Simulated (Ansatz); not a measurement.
**Bands, cutoff and cost in G0W0 for Ga2S3 (Cc)**

Wanted: a G0W0 gap for Ga2S3 (Cc) that is converged in bands and cutoff, or an estimate of the limit.

Method: G0W0 on LDA, plane waves, PAW; PAW set soft_1, in Ansatz 0.2.0.

### Step 1. The structure

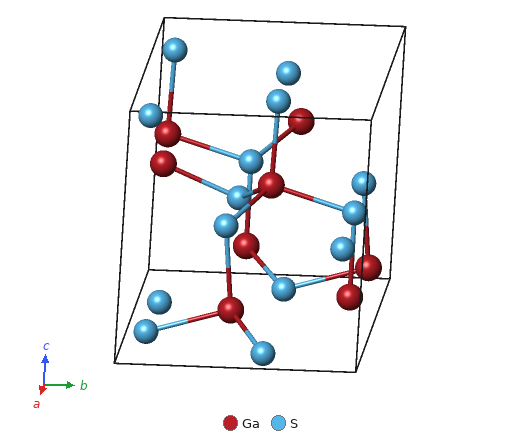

The cell as given, slightly off an axis (gallium red, sulfur blue). This picture shows the conventional cell, with its axes. Bonds to atoms that aren't drawn are left out. Some periodic images of atoms are drawn too.

The cell and positions come from the Crystallography Open Database and are kept as given unless a step says otherwise.

### Step 2. 176 empty bands, screening to 51 eV

Now the one-shot GW correction: screening in the RPA, then the self-energy of the levels asked for. This step takes PAW set soft_1 files.

The input, input.yaml:

```yaml
crystal:
  lattice:
    - [5.5535, -3.1975, 0.0]
    - [5.5535, 3.1975, 0.0]
    - [-3.6339226554, 0.0, 6.0074160114]
  atoms:
    - { symbol: Ga, position: [0.63979, 0.44447, 0.12512] }
    - { symbol: Ga, position: [0.44447, 0.63979, 0.62512] }
    - { symbol: Ga, position: [0.2682, 0.13232, 0.11559] }
    - { symbol: Ga, position: [0.13232, 0.2682, 0.61559] }
    - { symbol: S, position: [0.9089, 0.0811, 0.9838] }
    - { symbol: S, position: [0.0811, 0.9089, 0.4838] }
    - { symbol: S, position: [0.4303, 0.2453, 0.4999] }
    - { symbol: S, position: [0.2453, 0.4303, 0.9999] }
    - { symbol: S, position: [0.5901, 0.7581, 0.0084] }
    - { symbol: S, position: [0.7581, 0.5901, 0.5084] }
kpoints:
  mp_grid: { grid: [4, 4, 2] }
hamiltonian:
  xc: lda
  pseudopotentials: { kind: paw, azcp: { folder: soft_1 }, xc_functional: pbe }
scf:
  occupations: { method: fixed }
gw:
  n_empty_bands: 176
  ecut_chi: 51
  qp_bands: [v3, c3]
  qp_kpoints: band_edges
  screening: { model: contour_deformation }
```

Launch:

```bash
> ansatz run input.yaml --threads 3 --pin off --max-ram 92160MiB --backend cuda --events-out ev --progress --plain --runs-dir out --devices 1 --max-vram 13GiB
```

Numbers of over 12 decimals in the logs are rounded to 6 here.

What it wrote:

```text
GPUs: using 1 of 1 available (devices: 1).
Engine: ansatz 0.2.0, x86_64-unknown-linux-gnu
Pseudopotentials: kind: paw
Pseudopotential: Ga, paw, valence charge 13, recommended cutoff 420 eV (normal), soft_1/Ga.paw.azcp
Pseudopotential: S, paw, valence charge 6, recommended cutoff 420 eV (normal), soft_1/S.paw.azcp
Functional definition: SPW92
  exchange = slater_x
  correlation = pw_c
device memory: the entry about to start is reckoned to put 4.0 GiB on a device that reports 39.5 GiB free (of which the cap on the GPU budget leaves the run 13.0 GiB)
GPU FFT provider: cuFFT
GPU libraries: cuBLAS 13.8.2, cuFFT 12.4.0, cuSOLVER 12.3.4
Crystal: 10 atoms, lattice volume = 213.351 Å³
Basis set: ecut = 420 eV, 4167 PW (Γ)
Bands: 54, of which v1, the nominal top of the filled ones, is band 44 counted from 1 (43 counted from 0)
Symmetry: 2 space group operations
Space group: Cc (ITA 9), of the structure as read, at distance tolerance 6.0e-5 Å
k-points: 14 of 32 (time reversal used)
Non-local potential: Ga, projectors of the file, l = 0: 2, l = 1: 2, l = 2: 3, l = 3: 1
Non-local potential: S, projectors of the file, l = 0: 2, l = 1: 2, l = 2: 1
PAW form: soft (Blöchl's): semilocal exchange-correlation on the pseudo side does not see the compensation charge
PAW frozen core: Ga, regenerated for the run's functional, and the local potential with it (the file was generated under x = pbe(κ = 0.804, μ = 0.219515), c = pbe(β = 0.066725))
PAW frozen core: S, regenerated for the run's functional, and the local potential with it (the file was generated under x = pbe(κ = 0.804, μ = 0.219515), c = pbe(β = 0.066725))
PAW one-centre angular grid: Ga, 590 points (default); XC on 64 Gauss nodes
PAW one-centre angular grid: S, 110 points (default); XC on 64 Gauss nodes
Initial density: superposition of atomic densities (chi_scale 0.1, normalization cell, long waves kept (reshape's long-wave potential 0.05 eV rms))
Initial wavefunctions: pseudopotential atomic-orbital guess
GPU buffer pool allocated for 97200 grid points (all kernels)
GPU transforms: local potential and band sums: pruned to the plane-wave sphere, on 45×45×48
Functional: x = slater, c = lda
SCF iter   1: F=—  HF=-20053.017612 eV  |F-HF|=—  |Δ(HF+E_count)|=         —  Δρ=4.89e-2  dr2=3.51e0  ethr=3.10e-3  ⟨swp⟩=5.0  Hψ=2627  notcnv=0  defer=91
preconditioner: auto → Resta (q_TF=auto, 2.354 Å⁻¹)  ε∞=3.8  [insulator: Δε(μ)=1.988 eV  Ē_g=14.334 eV  n_scr=52 (ndim 8)  ℏωp=23.8 eV  f_vac=0.000  ε∞_Penn≈3.8]
SCF iter   2: F=—  HF=-20052.122467 eV  |F-HF|=—  |Δ(HF+E_count)|=   8.95e-1  Δρ=2.27e-2  dr2=8.30e-1  ethr=3.10e-3  ⟨swp⟩=3.4  Hψ=1539  notcnv=0  defer=105
SCF iter   3: F=—  HF=-20051.830948 eV  |F-HF|=—  |Δ(HF+E_count)|=   2.92e-1  Δρ=6.07e-3  dr2=6.41e-2  ethr=9.43e-4  ⟨swp⟩=2.9  Hψ=1320  notcnv=0  defer=111
SCF iter   4: F=—  HF=-20051.784221 eV  |F-HF|=—  |Δ(HF+E_count)|=   4.67e-2  Δρ=2.03e-3  dr2=9.30e-3  ethr=7.28e-5  ⟨swp⟩=2.9  Hψ=1345  notcnv=0  defer=112
SCF iter   5: F=—  HF=-20051.785177 eV  |F-HF|=—  |Δ(HF+E_count)|=   9.56e-4  Δρ=7.27e-4  dr2=1.37e-3  ethr=1.06e-5  ⟨swp⟩=2.0  Hψ=1323  notcnv=0  defer=112
SCF iter   6: F=—  HF=-20051.785204 eV  |F-HF|=—  |Δ(HF+E_count)|=   2.66e-5  Δρ=1.73e-4  dr2=8.93e-5  ethr=1.56e-6  ⟨swp⟩=2.0  Hψ=962  notcnv=0  defer=112
SCF iter   7: F=—  HF=-20051.785228 eV  |F-HF|=—  |Δ(HF+E_count)|=   2.49e-5  Δρ=5.92e-5  dr2=9.34e-6  ethr=1.01e-7  ⟨swp⟩=2.0  Hψ=1099  notcnv=0  defer=108
SCF iter   8: F=—  HF=-20051.785229 eV  |F-HF|=—  |Δ(HF+E_count)|=   5.76e-7  Δρ=1.86e-5  dr2=1.10e-6  ethr=1.06e-8  ⟨swp⟩=2.0  Hψ=995  notcnv=0  defer=107
SCF iter   9: F=-20051.785229 eV  HF=-20051.785229 eV  |F-HF|=7.13e-8  |Δ(HF+E_count)|=   2.12e-7  Δρ=5.75e-6  dr2=8.24e-8  ethr=1.14e-10  ⟨swp⟩=12.0  Hψ=4397  notcnv=0
SCF 1 converged in 9 iterations: F = -20051.785229 eV  dr2 = 8.24e-8
  greatest PAW one-centre occupation: 0.995 electrons in one spin orbital (limit 2), on the Ga atom at site 1 (counted from 0), in its partial waves of l = 2
device memory: the entry about to start is reckoned to put 5.0 GiB (of the 5.1 GiB reckoned in all, the device holds 0.1 GiB already) on a device that reports 38.8 GiB free (of which the cap on the GPU budget leaves the run 12.9 GiB)
NSCF: frozen V_eff on 14 k-points
the band table was solved once the SCF had ended and its energy, with any forces and stress, was formed, with the checks that follow a solve (3384 applications of the Hamiltonian). They found nothing against the state; the energy, forces and stress were not computed again (output.eigenvalues in the input reference)
device memory: the entry about to start is reckoned to put 4.9 GiB on a device that reports 38.6 GiB free (of which the cap on the GPU budget leaves the run 13.0 GiB)
NSCF: frozen V_eff on 14 k-points
G₀W₀ screening: q 1/14
[... further progress lines ...]
device memory: the entry about to start is reckoned to put 1.1 GiB on a device that reports 34.5 GiB free (of which the cap on the GPU budget leaves the run 13.0 GiB)
NSCF: frozen V_eff on 1 k-points
device memory: the entry about to start is reckoned to put 1.2 GiB on a device that reports 34.5 GiB free (of which the cap on the GPU budget leaves the run 13.0 GiB)
NSCF: frozen V_eff on 1 k-points
device memory: the entry about to start is reckoned to put 1.1 GiB on a device that reports 34.5 GiB free (of which the cap on the GPU budget leaves the run 13.0 GiB)
NSCF: frozen V_eff on 1 k-points
SCF converged after 9 iterations
Free energy (F): -20051.785229 eV
Harris-Foulkes:  -20051.785229 eV  (|F-HF|=7.13e-8)
Internal energy: -20051.785229 eV  (E = F + TS)
E sigma→0 (E₀):  -20051.785229 eV
Fermi energy:    5.509725 eV
--- Per-component energies (eV) ---
  E_band       = -377.863318
  E_kinetic    = 1082.736644
  E_local      = -8025.806631  (includes V_loc(G=0)·N_el)
  E_nonlocal   = -145.709809
  E_hartree    = 4573.870589
  E_xc         = -778.702175
  E_vxc        = -720.033811  (∫ρ·V_xc dr)
  E_paw        = -11132.114413  (= ΣΔE_a)
  E_vpaw       = -1716.786911  (= ΣTr[D̂ρ^β])
  E_aug_tail   = -0.000850  (compensation charges beyond the density's cutoff)
  E_ewald      = -5633.891695
  E_core_change = 7.833111  (= ΣΔE_core)
  E_smearing   = -0.000000  (= −TS)
  E_closure    = -0.000000  (closes the sum)
  Σ components = -20051.785229   (vs F -20051.785229, Δ=0.00e0)
--- Band table (eV; the first three rows and the last of 14) ---
  k-point 0: bands = [... 40 lower, 4.4627, 4.8452, 4.9859, 5.5097, 7.1744, 7.7073, 8.5103, 8.7701, ... 6 higher]
  k-point 1: bands = [... 40 lower, 4.3862, 4.3862, 4.9011, 4.9011, 8.2995, 8.2995, 9.0366, 9.0366, ... 6 higher]
  k-point 2: bands = [... 40 lower, 3.9782, 4.3953, 4.7090, 5.4532, 7.8832, 8.0863, 8.4036, 8.8300, ... 6 higher]
  k-point 13: bands = [... 40 lower, 4.0099, 4.0099, 4.9177, 4.9177, 7.8989, 7.8989, 8.7146, 8.7146, ... 6 higher]
--- G₀W₀: contour deformation, 6 samples at zero and on the imaginary axis and 1 off it, 32 q-points, 176 empty bands' worth ---
  eigenvalues of the whole cell's RPA ε∞ on this k-mesh (on a slab, of 1 + 4πα/V) = 6.0770, 6.2231, 6.7964; static W/v taken at q = 0 is 0.154442
  gw.qp_kpoints: band_edges: 12 of 14 stored k-points solved, in 1 pass; an edge of the gap read off the rows below is read off those points alone
    valence top: of the k-points left out ik 3 came nearest to being solved in a further pass, in band 44 (counted from 1, as in the quasiparticle table): it holds the edge there only if its correction is more favourable than any solved in that band by at least 0.634 eV; those differ by 0.068 eV
    conduction bottom: of the k-points left out ik 7 came nearest to being solved in a further pass, in band 47 (counted from 1, as in the quasiparticle table): it holds the edge there only if its correction is more favourable than any solved in that band by at least 1.240 eV; those differ by 0.474 eV
    ik  band        ε_KS         Σx   Σc(E_QP)       V_xc       Z   E_QP_lin       E_QP  E_QP is
     0    42      4.8452   -19.0765     2.3548   -16.5580  0.7618     4.6811     4.6815  root
     0    43      4.9859   -18.8916     2.4734   -16.2216  0.7577     4.7887     4.7893  root
     0    44      5.5097   -18.6191     2.6033   -15.7952  0.7526     5.2883     5.2891  root
     0    45      7.1744   -10.4120    -3.4981   -15.0563  0.7902     8.3410     8.3206  root
     0    46      7.7073    -9.7343    -3.5377   -14.4338  0.7886     8.8912     8.8691  root
     0    47      8.5103    -9.5514    -3.8310   -14.5510  0.7819     9.7057     9.6789  root
     1    42      4.3862   -18.9369     2.5503   -16.1834  0.7590     4.1823     4.1830  root
     1    43      4.9011   -18.4663     2.6518   -15.5593  0.7505     4.6448     4.6460  root
     1    44      4.9011   -18.4663     2.6518   -15.5593  0.7505     4.6448     4.6460  root
     1    45      8.2995    -9.9708    -3.7407   -14.9408  0.7833     9.5572     9.5288  root
     1    46      8.2995    -9.9708    -3.7407   -14.9408  0.7833     9.5572     9.5288  root
     1    47      9.0366    -6.4963    -3.8342   -11.1337  0.7943     9.8506     9.8398  root
     2    42      4.3953   -18.3230     2.6768   -15.3874  0.7493     4.1351     4.1364  root
     2    43      4.7090   -18.7445     2.4986   -16.0407  0.7569     4.5032     4.5039  root
     2    44      5.4532   -18.5067     2.6614   -15.6092  0.7510     5.2161     5.2171  root
     2    45      7.8832   -10.8275    -3.5686   -15.5868  0.7820     9.0988     9.0738  root
     2    46      8.0863    -9.4647    -3.7003   -14.3043  0.7861     9.2487     9.2256  root
     2    47      8.4036    -9.8971    -3.7677   -14.8648  0.7813     9.6316     9.6036  root
     4    42      4.1382   -18.3077     2.6435   -15.4211  0.7522     3.8940     3.8951  root
     4    43      4.3041   -18.0328     2.8050   -14.9254  0.7427     3.9996     4.0017  root
     4    44      5.3739   -18.3514     2.7130   -15.3850  0.7491     5.1195     5.1207  root
     4    45      7.8469    -9.2536    -3.6083   -13.9567  0.7888     8.9618     8.9418  root
     4    46      7.9535    -9.3067    -3.6482   -14.0584  0.7880     9.0776     9.0570  root
     4    47      8.5096   -10.2862    -3.8347   -15.3701  0.7776     9.7910     9.7586  root
[...]
12    46      8.3094    -9.8388    -3.8300   -14.8713  0.7814     9.5407     9.5120  root
    12    47      8.5314    -9.8783    -3.9089   -15.0319  0.7788     9.8084     9.7760  root
    13    42      4.0099   -18.3056     2.6372   -15.4349  0.7499     3.7754     3.7764  root
    13    43      4.9177   -18.2554     2.7167   -15.2698  0.7483     4.6474     4.6488  root
    13    44      4.9177   -18.2554     2.7167   -15.2698  0.7483     4.6474     4.6488  root
    13    45      7.8989    -9.4072    -3.6123   -14.1254  0.7885     9.0253     9.0048  root
    13    46      7.8989    -9.4072    -3.6123   -14.1254  0.7885     9.0253     9.0048  root
    13    47      8.7146    -9.7249    -3.8657   -14.8036  0.7790     9.9579     9.9276  root
```

It took 24 s on 1 × NVIDIA H100 80GB HBM3 (shared by 6 runs) with 3 threads of AMD EPYC 7R13 (Zen 3), shared host; peak memory 1.4 GiB.

In the SCF lines HF is the Harris–Foulkes energy and dr2 the Hartree energy of the density residual, in eV; the loop may stop once dr2 is under the threshold and the program's other checks hold. Hψ counts applications of the Hamiltonian.

Numbers from this step:

```yaml
bands_summed: 220
rpa_eps_infinity_on_this_mesh_eigenvalues: 6.077, 6.223, 6.796
plane_waves_in_the_screening_matrix: 175
q_points_in_the_mesh: 32
g0w0_gap_on_the_mesh: 3.032 eV
k_of_the_valence_top: 0, 0, 0
k_of_the_conduction_bottom: 0, 0, 0
starting_gap_on_the_mesh: 1.665 eV
z_at_the_valence_top: 0.7526
z_at_the_conduction_bottom: 0.7902
least_direct_g0w0_gap_on_the_computed_points: 3.032 eV
```

The gap on the mesh goes from 1.66 eV to 3.03 eV, a correction of +1.37 eV. Between the two edge states, bare exchange in place of the xc potential would open the gap by 7.47 eV, and correlation takes back 6.10 eV.

### Step 3. 499 empty bands, screening to 102 eV

Another rung: the empty bands reach about as high as the screening cutoff, so the two stay in balance.

input.yaml, as its differences from that of step 2:

```diff
@@ -24,4 +24,4 @@
 gw:
-  n_empty_bands: 176
-  ecut_chi: 51
+  n_empty_bands: 499
+  ecut_chi: 102
   qp_bands: [v3, c3]
```

What it wrote:

```text
GPUs: using 1 of 1 available (devices: 1).
[...]
GPU FFT provider: cuFFT
GPU libraries: cuBLAS 13.8.2, cuFFT 12.4.0, cuSOLVER 12.3.4
Crystal: 10 atoms, lattice volume = 213.351 Å³
Basis set: ecut = 420 eV, 4167 PW (Γ)
Bands: 54, of which v1, the nominal top of the filled ones, is band 44 counted from 1 (43 counted from 0)
Symmetry: 2 space group operations
[...]
k-points: 14 of 32 (time reversal used)
[...]
GPU buffer pool allocated for 97200 grid points (all kernels)
[...]
SCF iter   1: F=—  HF=-20053.017612 eV  |F-HF|=—  |Δ(HF+E_count)|=         —  Δρ=4.89e-2  dr2=3.51e0  ethr=3.10e-3  ⟨swp⟩=5.0  Hψ=2627  notcnv=0  defer=91
[...]
SCF iter   9: F=-20051.785229 eV  HF=-20051.785229 eV  |F-HF|=7.13e-8  |Δ(HF+E_count)|=   2.12e-7  Δρ=5.75e-6  dr2=8.24e-8  ethr=1.14e-10  ⟨swp⟩=12.0  Hψ=4397  notcnv=0
SCF 1 converged in 9 iterations: F = -20051.785229 eV  dr2 = 8.24e-8
[...]
NSCF: frozen V_eff on 14 k-points
[...]
G₀W₀ screening: q 1/14
[... further progress lines ...]
[...]
SCF converged after 9 iterations
Free energy (F): -20051.785229 eV
[...]
Internal energy: -20051.785229 eV  (E = F + TS)
E sigma→0 (E₀):  -20051.785229 eV
Fermi energy:    5.509725 eV
[...]
--- Band table (eV; the first three rows and the last of 14) ---
  k-point 0: bands = [... 40 lower, 4.4627, 4.8452, 4.9859, 5.5097, 7.1744, 7.7073, 8.5103, 8.7701, ... 6 higher]
  k-point 1: bands = [... 40 lower, 4.3862, 4.3862, 4.9011, 4.9011, 8.2995, 8.2995, 9.0366, 9.0366, ... 6 higher]
  k-point 2: bands = [... 40 lower, 3.9782, 4.3953, 4.7090, 5.4532, 7.8832, 8.0863, 8.4036, 8.8300, ... 6 higher]
  k-point 13: bands = [... 40 lower, 4.0099, 4.0099, 4.9177, 4.9177, 7.8989, 7.8989, 8.7146, 8.7146, ... 6 higher]
[...]
bands read: the sum over 543 bands ends inside a degenerate multiplet in 3 slots, whose members it reads at an even weight; the widest, k=1: bands 543 to 544 (counted from 1) at 1/2 each
[...]
0    42      4.8452   -19.0765     1.9970   -16.5580  0.7551     4.3195     4.3237  root
     0    43      4.9859   -18.8916     2.1252   -16.2216  0.7512     4.4360     4.4411  root
     0    44      5.5097   -18.6191     2.2543   -15.7952  0.7462     4.9341     4.9401  root
     0    45      7.1744   -10.4120    -3.8382   -15.0563  0.7853     7.9890     7.9805  root
     0    46      7.7073    -9.7343    -3.8782   -14.4338  0.7845     8.5379     8.5285  root
     0    47      8.5103    -9.5514    -4.1743   -14.5510  0.7783     9.3470     9.3355  root
     1    42      4.3862   -18.9369     2.2008   -16.1834  0.7529     3.8284     3.8335  root
     1    43      4.9011   -18.4663     2.3211   -15.5593  0.7444     4.3084     4.3152  root
[...]
13    44      4.9177   -18.2554     2.3866   -15.2698  0.7423     4.3113     4.3187  root
    13    45      7.8989    -9.4072    -3.9401   -14.1254  0.7850     8.6858     8.6770  root
    13    46      7.8989    -9.4072    -3.9401   -14.1254  0.7850     8.6858     8.6770  root
    13    47      8.7146    -9.7249    -4.2218   -14.8036  0.7748     9.5844     9.5714  root
```

It took 43 s on 1 × NVIDIA H100 80GB HBM3 (shared by 6 runs) with 3 threads; peak memory 2.2 GiB.

Numbers from this step:

- bands summed: 543
- RPA ε∞ on this mesh (eigenvalues): 6.012, 6.156, 6.670
- plane waves in the screening matrix: 495
- q-points in the mesh: 32
- G0W0 gap on the mesh: 3.040 eV
- k of the valence top: 0, 0, 0
- k of the conduction bottom: 0, 0, 0
- starting gap on the mesh: 1.665 eV
- Z at the valence top: 0.7462
- Z at the conduction bottom: 0.7853
- least direct G0W0 gap on the computed points: 3.040 eV

Against the run with 4×4×2 mesh, 176 empty bands, screening to 51 eV, PAW set soft_1 files, the gap moves by +0.009 eV.

### Step 4. 1073 empty bands, screening to 170 eV

input.yaml, as its differences from that of step 3:

```diff
@@ -24,4 +24,4 @@
 gw:
-  n_empty_bands: 499
-  ecut_chi: 102
+  n_empty_bands: 1073
+  ecut_chi: 170.0
   qp_bands: [v3, c3]
```

What it wrote:

```text
GPUs: using 1 of 1 available (devices: 1).
[...]
GPU FFT provider: cuFFT
GPU libraries: cuBLAS 13.8.2, cuFFT 12.4.0, cuSOLVER 12.3.4
Crystal: 10 atoms, lattice volume = 213.351 Å³
Basis set: ecut = 420 eV, 4167 PW (Γ)
Bands: 54, of which v1, the nominal top of the filled ones, is band 44 counted from 1 (43 counted from 0)
Symmetry: 2 space group operations
[...]
k-points: 14 of 32 (time reversal used)
[...]
1    43      4.9011   -18.4663     2.1317   -15.5593  0.7428     4.1133     4.1259  root
[...]
13    44      4.9177   -18.2554     2.1989   -15.2698  0.7407     4.1176     4.1310  root
    13    45      7.8989    -9.4072    -4.1065   -14.1254  0.7841     8.5158     8.5106  root
    13    46      7.8989    -9.4072    -4.1065   -14.1254  0.7841     8.5158     8.5106  root
    13    47      8.7146    -9.7249    -4.4044   -14.8036  0.7738     9.3964     9.3889  root
[key lines of the parts left out:]
SCF converged after 9 iterations
Free energy (F): -20051.785229 eV
Fermi energy:    5.509725 eV
```

Wall time 3.3 min (1 × NVIDIA H100 80GB HBM3 (shared by 6 runs) with 3 threads); peak memory 4.7 GiB; 5.7 min of CPU time.

This step gave:

| Quantity | Value |
| --- | --- |
| bands summed | 1117 |
| RPA ε∞ on this mesh (eigenvalues) | 6.004, 6.148, 6.659 |
| plane waves in the screening matrix | 1083 |
| G0W0 gap on the mesh | 3.041 eV |
| k of the valence top | 0, 0, 0 |
| k of the conduction bottom | 0, 0, 0 |
| starting gap on the mesh | 1.665 eV |
| least direct G0W0 gap on the computed points | 3.041 eV |

Against the run with 4×4×2 mesh, 499 empty bands, screening to 102 eV, PAW set soft_1 files, the gap moves by +0.0003 eV.

[end of part 1 of 2]

[Paths, hosts, dates, memory and timing lines, banners, echoed tables and standing remarks are left out of the program output.]

[Logs are printed without paths, hosts, clocks, repeated set-up lines and the standing remarks that a program may print on its own settings, such as how far it seeks lower states.]

[Runs of the session that timed out or met a known fault of the program may be left out.]

[Cells called generated may have been cut or substituted from an entry of the Crystallography Open Database or the Materials Project.]

[Hosts, paths, dates, database ids (printed as entryN), source tags and the programs' standing remarks are cut or masked in the printed files.]
